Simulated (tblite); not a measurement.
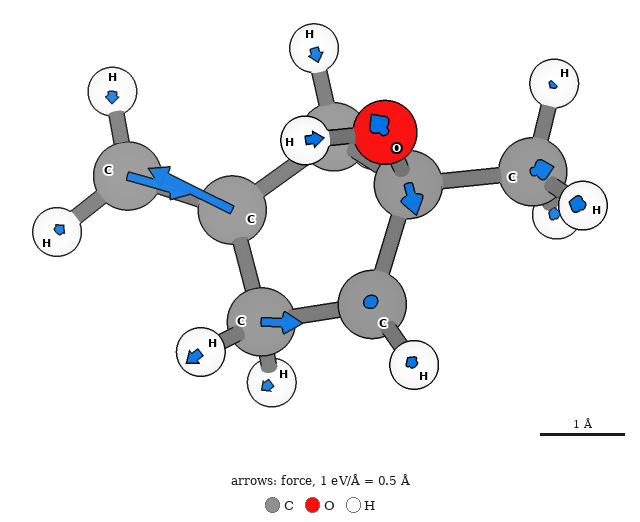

Starting geometry of C₇H₁₁O (multiplicity 2) with the computed forces as blue arrows. A ball-and-stick model, seen at a tilt.

All numbers below come from GFN2-xTB geometry optimisation, gas phase in tblite 0.8.0. 

> What follows when this structure is relaxed?

It isn't relaxed: the largest force vector, on a C atom, is 2.30 eV/Å. The final displacements have little in common with the starting forces (cosine between the two patterns 0.15). The largest move after the best rigid fit is that of an H atom, 0.24 Å. Largest moves by element: H 0.24 Å, O 0.15 Å, C 0.07 Å. Some distances before and after: C–C 1.354 → 1.320 Å, C–O 1.412 → 1.435 Å, C–C 1.497 → 1.477 Å, C–C 1.492 → 1.508 Å. Bond angles that change, for instance: H–C–H 110.2° → 105.6°, C–C–O 108.7° → 105.3°, C–C–O 107.7° → 111.1°. Over 63 geometry steps the energy falls by 0.119 eV.
